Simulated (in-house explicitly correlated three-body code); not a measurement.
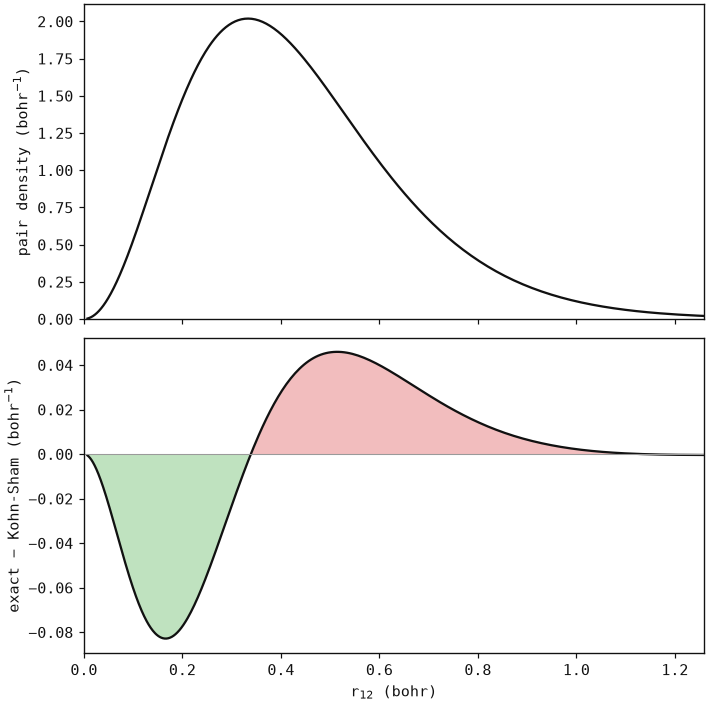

Two electrons around a point charge Z = 5.5. Computed variationally in 260 exponentially correlated functions with an in-house code, non-relativistic, converged to about 10⁻⁷ hartree. The plot shows the distribution of the distance r₁₂ between the electrons in the ground state (one pair, times 4πr₁₂²) and its difference from that of the Kohn-Sham determinant with the same density, the Coulomb hole.

**Describe both curves.**

The pair density peaks near r₁₂ = 0.33 bohr, and ⟨r₁₂⟩ = 0.4346 bohr. Correlation takes weight from short distances: the hole is deepest (−0.083 bohr⁻¹) near 0.17 bohr and first changes sign near 0.34 bohr, moving 1.6 % of the pair outwards. The mean cosine of the angle between the electrons is −0.0241, and the density-functional correlation energy is −44.91 millihartree.
